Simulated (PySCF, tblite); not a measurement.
# C₅H₄O: excited states, first hyperpolarisability

Aim: compute the excited states, first hyperpolarisability of C₅H₄O (`C=CC#CC=O`).

Computed with tblite 0.8.0 and PySCF 2.14.0 and routines of our own; the level stands in each step. Atoms count from 0.

## 1. The system as given

10 atoms, charge 0, multiplicity 1; geometry from: force field or distance geometry start.

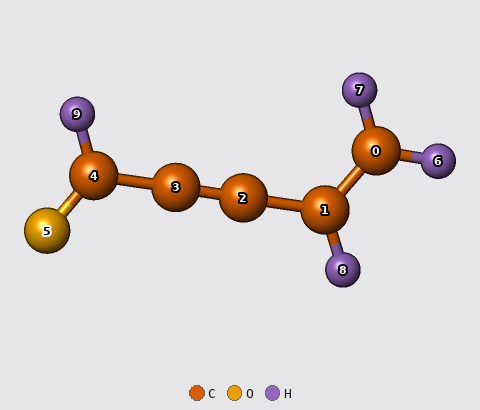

The starting geometry (carbon orange, oxygen amber, hydrogen purple).

## 2. Optimising the geometry with GFN2-xTB

What the job is given:

```
{"job": {"kind": "relax", "xc": "GFN2-xTB", "basis": "xTB"}, "charge": 0, "multiplicity": 1}
C     -2.182100     0.539600    -0.089000
C     -1.359200    -0.495800    -0.074200
C      0.058500    -0.329500     0.057700
C      1.237300    -0.180000     0.146000
C      2.661300    -0.018000     0.282200
O      3.408600    -0.981400     0.292200
H     -3.260500     0.391800    -0.183300
H     -1.829600     1.570600    -0.013500
H     -1.735100    -1.516500    -0.135700
H      3.009700     1.023800     0.350000
```

Launch:

```bash
$ OMP_NUM_THREADS=1 python excited_run.py task.json out
```

This one command runs all jobs of the session in turn.

The program printed:

```text
step      E/eV     max force
  0    -453.86651    2.799
  1    -453.75662    5.438
  2    -453.92572    0.416
  3    -453.93088    0.377
  4    -453.93558    0.217
  5    -453.93766    0.119
  6    -453.93810    0.105
  7    -453.93849    0.059
  8    -453.93899    0.055
  9    -453.93916    0.055
 10    -453.93947    0.051
 11    -453.93963    0.041
 12    -453.93979    0.034
 13    -453.93989    0.036
 14    -453.93998    0.037
 15    -453.94006    0.033
 16    -453.94014    0.034
 17    -453.94022    0.025
 18    -453.94028    0.024
 19    -453.94032    0.021
 20    -453.94036    0.021
 21    -453.94040    0.021
 22    -453.94042    0.014
 23    -453.94044    0.008
```

Run time: 0.05 s. Hardware: 1 thread of Intel Xeon 6975P-C, shared host.

Relaxation path: (the energy doesn't fall at every step)

```tsv
step	energy from step 0 (eV)	largest force (eV/Å)
0	0.0000	2.7988
1	0.1099	5.4384
2	-0.0592	0.4160
3	-0.0644	0.3767
4	-0.0691	0.2168
5	-0.0711	0.1191
6	-0.0716	0.1049
7	-0.0720	0.0585
8	-0.0725	0.0546
9	-0.0727	0.0555
10	-0.0730	0.0515
11	-0.0731	0.0412
12	-0.0733	0.0340
13	-0.0734	0.0357
14	-0.0735	0.0371
15	-0.0736	0.0328
16	-0.0736	0.0340
17	-0.0737	0.0255
18	-0.0738	0.0243
19	-0.0738	0.0206
20	-0.0738	0.0206
21	-0.0739	0.0215
22	-0.0739	0.0142
23	-0.0739	0.0082
```

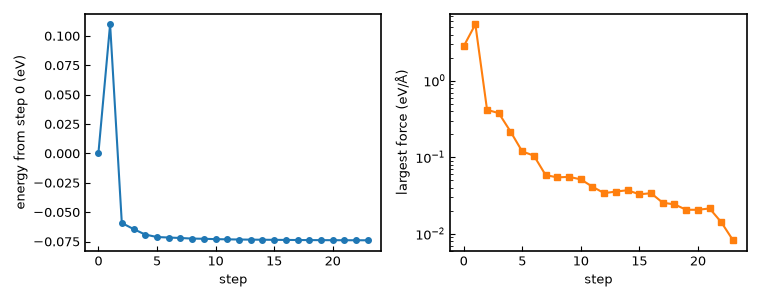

Energy and force, step by step.

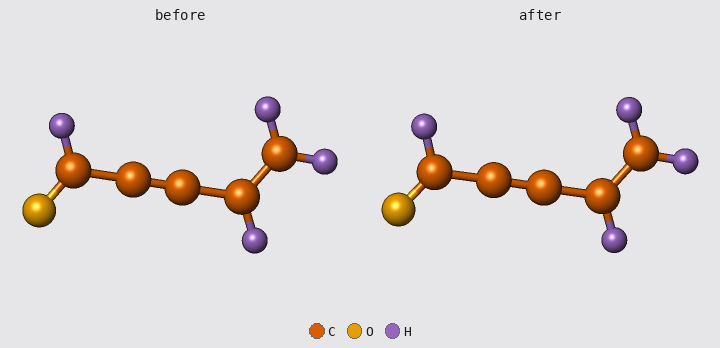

The geometry before (left) and after (right).

Distances of close pairs at the start and the end, largest changes first:

```tsv
bond	before (Å)	after (Å)	change (Å)
C1–C2	1.434	1.406	-0.028
C2–C3	1.192	1.210	+0.019
C3–C4	1.440	1.423	-0.017
C0–H6	1.093	1.077	-0.016
C4–O5	1.219	1.204	-0.015
C0–H7	1.092	1.077	-0.015
C4–H9	1.101	1.110	+0.009
C0–C1	1.323	1.331	+0.008
```

The next job starts from the end point, and lists it.

## 3. Infrared spectrum with GFN2-xTB

What the job is given:

```
{"job": {"kind": "ir", "xc": "GFN2-xTB", "basis": "xTB"}, "charge": 0, "multiplicity": 1}
C     -2.193344     0.547097    -0.089293
C     -1.349574    -0.481735    -0.066127
C      0.043101    -0.329136     0.051879
C      1.241113    -0.191846     0.155110
C      2.651985    -0.052514     0.274283
O      3.446091    -0.957437     0.297124
H     -3.256131     0.401637    -0.180293
H     -1.843954     1.563673    -0.018789
H     -1.702402    -1.502821    -0.138003
H      2.971997     1.007737     0.346577
```

The program printed:

```text
mode    cm-1     km/mol
  1      18.9      7.35
  2     105.7      2.33
  3     168.2      4.45
  4     182.7      1.88
  5     314.6      0.09
  6     471.1      0.24
  7     591.0      4.27
  8     650.3      2.58
  9     780.1     58.22
 10     891.3     10.05
 11     899.3      0.17
 12     989.3     25.66
 13    1010.8      1.81
 14    1197.1     21.08
 15    1271.5      5.50
 16    1360.0     35.85
 17    1396.8      0.83
 18    1643.3     38.02
 19    1732.9    457.87
 20    2300.9    205.10
 21    2737.4    121.34
 22    3049.6     16.13
 23    3107.8      7.65
 24    3138.4     25.55
```

Run time: 0.11 s. Hardware: 1 thread of Intel Xeon 6975P-C, shared host.

Which atoms move in the most intense modes:

```tsv
cm⁻¹	km/mol	atoms
780	58.2	C4 45 %, C1 19 %
989	25.7	H8 48 %, H7 43 %
1360	35.9	H9 82 %
1643	38.0	C1 48 %, C0 41 %
1733	457.9	C4 58 %, O5 38 %
2301	205.1	C2 50 %, C3 48 %
2737	121.3	H9 94 %
3138	25.6	H6 52 %, H7 37 %
```

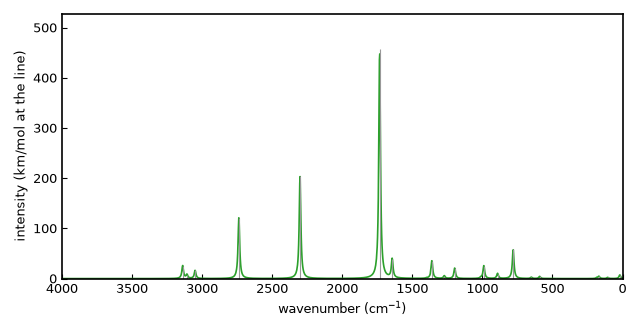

The infrared spectrum from these modes, unscaled. Lines are broadened to a width of 14 cm⁻¹ (Lorentzian).

## 4. Excited states: TDA B3LYP/def2-TZVP

Settings changed since step 3:

```diff
@@ -1,2 +1,2 @@
-{"job": {"kind": "ir", "xc": "GFN2-xTB", "basis": "xTB"}, "charge": 0, "multiplicity": 1}
+{"job": {"kind": "states", "xc": "B3LYP", "basis": "def2-TZVP", "tda": true, "soc": true, "nstates": 6, "ntriplets": 4, "nquad": 4}, "charge": 0, "multiplicity": 1}
 C     -2.193344     0.547097    -0.089293
```

With the program's defaults for keys left out, this is: TDA B3LYP/def2-TZVP excited states, vertical, gas phase, spin-orbit mean-field couplings.

The program printed:

```text
coarse grid: 9000 points
cycle   1  E = -268.0300493879  dE =  9.782e-01  |g| = 8.457e-01  |ddm| = 3.215e+00
cycle   2  E = -267.4108993450  dE =  6.192e-01  |g| = 1.919e+00  |ddm| = 1.832e+01
cycle   3  E = -268.1602692233  dE = -7.494e-01  |g| = 2.119e-01  |ddm| = 1.660e+01
cycle   4  E = -268.1695727756  dE = -9.304e-03  |g| = 1.055e-01  |ddm| = 4.123e-01
cycle   5  E = -268.1714331790  dE = -1.860e-03  |g| = 6.681e-02  |ddm| = 3.232e-01
cycle   6  E = -268.1725162225  dE = -1.083e-03  |g| = 1.191e-02  |ddm| = 9.695e-02
cycle   7  E = -268.1725481516  dE = -3.193e-05  |g| = 3.346e-03  |ddm| = 1.503e-02
cycle   8  E = -268.1725506241  dE = -2.472e-06  |g| = 7.842e-04  |ddm| = 1.495e-02
final grid: 88736 points
cycle   9  E = -268.1680283550  dE = -2.850e-05  |g| = 5.647e-03  |ddm| = 1.069e-01
cycle  10  E = -268.1680152876  dE =  1.307e-05  |g| = 9.635e-03  |ddm| = 1.611e-02
cycle  11  E = -268.1680342914  dE = -1.900e-05  |g| = 2.471e-03  |ddm| = 2.555e-02
cycle  12  E = -268.1680355327  dE = -1.241e-06  |g| = 3.089e-04  |ddm| = 9.175e-03
cycle  13  E = -268.1680355407  dE = -7.953e-09  |g| = 2.387e-04  |ddm| = 3.662e-04
cycle  14  E = -268.1680355538  dE = -1.310e-08  |g| = 6.631e-05  |ddm| = 1.690e-04
cycle  15  E = -268.1680355549  dE = -1.094e-09  |g| = 1.384e-05  |ddm| = 1.145e-04
cycle  16  E = -268.1680355549  dE = -3.752e-11  |g| = 7.338e-06  |ddm| = 1.823e-05
converged SCF energy = -268.1680355549

Singlet excitations
state   eV       nm        f     d(h-e)  d(exc)  Lambda  PR(NTO)  |dmu|/D   mu/D   main configurations
  1   3.5292   351.3   0.00007   1.862   3.228   0.403   1.001    4.527    1.339   H-1->L 0.95
  2   4.1981   295.3   0.00002   0.129   2.821   0.409   1.003    0.423    4.051   H-2->L 0.99
  3   4.9959   248.2   0.57043   0.661   3.237   0.781   1.354    1.165    5.186   H->L 0.83, H-2->L+2 0.11
  4   6.1750   200.8   0.00072   3.547   4.508   0.348   1.010    8.524    4.814   H-1->L+1 0.93
  5   6.3622   194.9   0.00130   0.297   3.017   0.482   1.057                     H->L+2 0.93
  6   6.3696   194.6   0.01522   0.697   3.949   0.777   2.093                     H-3->L 0.49, H->L+1 0.44

Triplet excitations (Tamm-Dancoff)
state   eV     d(h-e)  d(exc)  Lambda  PR(NTO)   main configurations
  1   2.9303   0.255   3.061   0.793   1.057   H->L 0.96
  2   3.0050   1.614   3.009   0.401   1.002   H-1->L 0.91, H-1->L+1 0.09
  3   3.9608   0.119   2.762   0.410   1.023   H-2->L 0.98
  4   4.7573   0.254   2.344   0.785   2.022   H-3->L 0.52, H->L+1 0.42
S1 - T1 = 0.5989 eV

Spin-orbit couplings |<S|Hso|T>| (cm-1)
             T1       T2       T3       T4
S0        0.382   53.147    7.829    0.157
S1       20.986    0.200   11.276   23.171
S2        7.343   10.942    0.090    3.354
S3        0.169   19.478   12.212    0.015
S4        3.540    0.570    1.161   11.266
S5        6.735    1.852    1.003    3.448
S6        1.282    7.090    5.498    0.596
T1 sublevels (cm-1): 0.000 0.000 0.609   radiative rates (1/s): 0.000703 0.000959 1.7
```

Run time: 17 s. Hardware: 1 thread of Intel Xeon 6975P-C, shared host; peak memory 0.66 GiB.

From this job:

```tsv
quantity	value
S1 less T1	0.60 eV
```

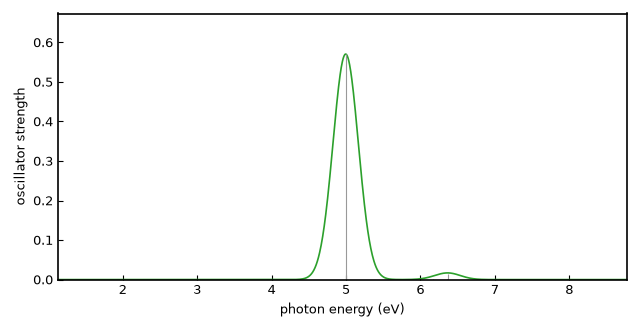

Absorption lines of the singlets. Lines are broadened to a width of 0.40 eV (Gaussian).

## 5. Excited states: TDDFT PBE0/def2-SVPD

Settings changed since step 4:

```diff
@@ -1,2 +1,2 @@
-{"job": {"kind": "states", "xc": "B3LYP", "basis": "def2-TZVP", "tda": true, "soc": true, "nstates": 6, "ntriplets": 4, "nquad": 4}, "charge": 0, "multiplicity": 1}
+{"job": {"kind": "states", "xc": "PBE0", "basis": "def2-SVPD", "tpa": true, "nstates": 6, "nquad": 5, "ntriplets": 0}, "charge": 0, "multiplicity": 1}
 C     -2.193344     0.547097    -0.089293
```

Level: TDDFT PBE0/def2-SVPD excited states, vertical, gas phase, two-photon moments by quadratic response.

The program printed:

```text
coarse grid: 9000 points
cycle   1  E = -267.3921798351  dE =  9.614e-01  |g| = 7.268e-01  |ddm| = 8.790e+00
cycle   2  E = -266.9712767463  dE =  4.209e-01  |g| = 1.599e+00  |ddm| = 4.508e+00
cycle   3  E = -267.5017189693  dE = -5.304e-01  |g| = 1.306e-01  |ddm| = 3.212e+00
cycle   4  E = -267.5054458514  dE = -3.727e-03  |g| = 6.799e-02  |ddm| = 4.094e-01
cycle   5  E = -267.5063838787  dE = -9.380e-04  |g| = 3.701e-02  |ddm| = 1.524e-01
cycle   6  E = -267.5067178143  dE = -3.339e-04  |g| = 7.611e-03  |ddm| = 5.995e-02
cycle   7  E = -267.5067314314  dE = -1.362e-05  |g| = 2.045e-03  |ddm| = 2.136e-02
cycle   8  E = -267.5067323861  dE = -9.547e-07  |g| = 5.258e-04  |ddm| = 4.754e-03
final grid: 88736 points
cycle   9  E = -267.5537152749  dE = -6.418e-06  |g| = 9.959e-03  |ddm| = 1.266e-01
cycle  10  E = -267.5536525296  dE =  6.275e-05  |g| = 2.012e-02  |ddm| = 3.810e-02
cycle  11  E = -267.5537359901  dE = -8.346e-05  |g| = 1.765e-03  |ddm| = 2.526e-02
cycle  12  E = -267.5537367149  dE = -7.249e-07  |g| = 3.045e-04  |ddm| = 3.063e-03
cycle  13  E = -267.5537367314  dE = -1.649e-08  |g| = 1.586e-04  |ddm| = 7.401e-04
cycle  14  E = -267.5537367376  dE = -6.199e-09  |g| = 4.674e-05  |ddm| = 2.739e-04
cycle  15  E = -267.5537367382  dE = -5.729e-10  |g| = 1.435e-05  |ddm| = 1.323e-04
converged SCF energy = -267.5537367382

Singlet excitations
state   eV       nm        f     d(h-e)  d(exc)  Lambda  PR(NTO)  |dmu|/D   mu/D   delta(TPA)   sigma/GM   main configurations
  1   3.5492   349.3   0.00014   1.724   3.108   0.407   1.003    4.328    1.225        0.04      0.000   H-1->L 0.93
  2   4.2599   291.0   0.00007   0.146   2.802   0.413   1.003    0.449    4.290        0.02      0.000   H-2->L 0.99
  3   4.8150   257.5   0.46909   0.690   3.204   0.760   1.353    1.600    5.699      174.41      1.481   H->L 0.91
  4   6.4323   192.8   0.00020   1.462   3.781   0.408   1.982    3.638    1.791        7.22      0.109   H->L+2 0.50, H-1->L+1 0.39
  5   6.4533   192.1   0.00226   1.988   3.987   0.393   1.979    4.910    1.895        0.21      0.003   H-1->L+1 0.52, H->L+2 0.38
  6   6.5695   188.7   0.01288   0.643   3.920   0.779   2.132                                            H-3->L 0.52, H->L+1 0.44
```

Run time: 11 s. Hardware: 1 thread of Intel Xeon 6975P-C, shared host; peak memory 0.55 GiB.

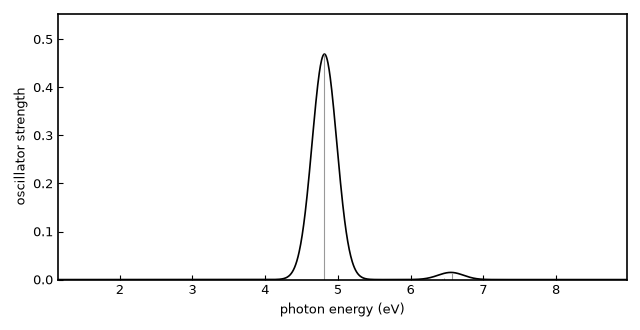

Absorption lines of the singlets. Lines are broadened to a width of 0.40 eV (Gaussian).

## 6. First hyperpolarisability: quadratic response B3LYP/def2-SVPD

Settings changed since step 5:

```diff
@@ -1,2 +1,2 @@
-{"job": {"kind": "states", "xc": "PBE0", "basis": "def2-SVPD", "tpa": true, "nstates": 6, "nquad": 5, "ntriplets": 0}, "charge": 0, "multiplicity": 1}
+{"job": {"kind": "beta", "xc": "B3LYP", "basis": "def2-SVPD", "wavelengths": [1064, 800]}, "charge": 0, "multiplicity": 1}
 C     -2.193344     0.547097    -0.089293
```

With the program's defaults for keys left out, this is: quadratic response B3LYP/def2-SVPD first hyperpolarisability, Taylor convention, gas phase.

The program printed:

```text
coarse grid: 9000 points
cycle   1  E = -267.6877510790  dE =  9.381e-01  |g| = 7.778e-01  |ddm| = 1.185e+01
cycle   2  E = -267.1067318291  dE =  5.810e-01  |g| = 1.822e+00  |ddm| = 5.306e+00
cycle   3  E = -267.8084630986  dE = -7.017e-01  |g| = 1.730e-01  |ddm| = 4.269e+00
cycle   4  E = -267.8146823563  dE = -6.219e-03  |g| = 9.642e-02  |ddm| = 5.511e-01
cycle   5  E = -267.8163822295  dE = -1.700e-03  |g| = 6.006e-02  |ddm| = 1.993e-01
cycle   6  E = -267.8172881283  dE = -9.059e-04  |g| = 9.081e-03  |ddm| = 9.216e-02
cycle   7  E = -267.8173072054  dE = -1.908e-05  |g| = 2.667e-03  |ddm| = 3.268e-02
cycle   8  E = -267.8173088398  dE = -1.634e-06  |g| = 7.094e-04  |ddm| = 5.412e-03
final grid: 88736 points
cycle   9  E = -267.8764651104  dE = -2.126e-05  |g| = 4.688e-03  |ddm| = 2.396e-01
cycle  10  E = -267.8764536204  dE =  1.149e-05  |g| = 8.657e-03  |ddm| = 1.803e-02
cycle  11  E = -267.8764698152  dE = -1.619e-05  |g| = 1.819e-03  |ddm| = 1.208e-02
cycle  12  E = -267.8764705598  dE = -7.446e-07  |g| = 2.116e-04  |ddm| = 2.625e-03
cycle  13  E = -267.8764705643  dE = -4.569e-09  |g| = 1.516e-04  |ddm| = 5.756e-04
cycle  14  E = -267.8764705698  dE = -5.474e-09  |g| = 4.795e-05  |ddm| = 2.405e-04
cycle  15  E = -267.8764705704  dE = -6.150e-10  |g| = 7.690e-06  |ddm| = 1.166e-04
converged SCF energy = -267.8764705704

Lowest singlets (eV, f): 3.4959 0.0001  4.1815 0.0001  4.7231 0.4611

First hyperpolarisability (au)
process     nm      |vector|   parallel      HRS      DR
static         -      425.31     202.53     185.13   4.294
shg       1064.0      629.22     312.38     271.15   4.453
eope      1064.0      480.40      232.1          -       -
shg        800.0      913.37     466.64     390.67   4.553
eope       800.0      530.37      259.0          -       -
```

It took 9.8 s on 1 thread of Intel Xeon 6975P-C, shared host; peak memory 0.58 GiB.

## 7. Results

| quantity | value |
| --- | --- |
| strongest single infrared mode (GFN2-xTB) | 1733 cm⁻¹, 458 km/mol |
| zero-point energy (GFN2-xTB) | 42.9 kcal/mol |
| S1 less T1 (step 4, TDA B3LYP/def2-TZVP) | 0.60 eV |
| β vector (step 6, quadratic response B3LYP/def2-SVPD) | static 425, SHG 1064.0 nm 629, SHG 800.0 nm 913 au |

All 24 modes are real, so the xTB geometry is a minimum. The strongest single mode, at 1733 cm⁻¹, moves mainly C4 and O5. GFN2-xTB is a fitted tight-binding method: band positions and strengths are rough. Its intensities can rank the bands wrongly. In step 4, the number of triplets below S1 is 2, and the largest singlet-triplet spin-orbit coupling is S0–T2, 53.15 cm⁻¹. β grows from 425 au (static) to 913 au for doubling at 800.0 nm: normal dispersion, which grows as twice the photon energy moves toward the bright states.
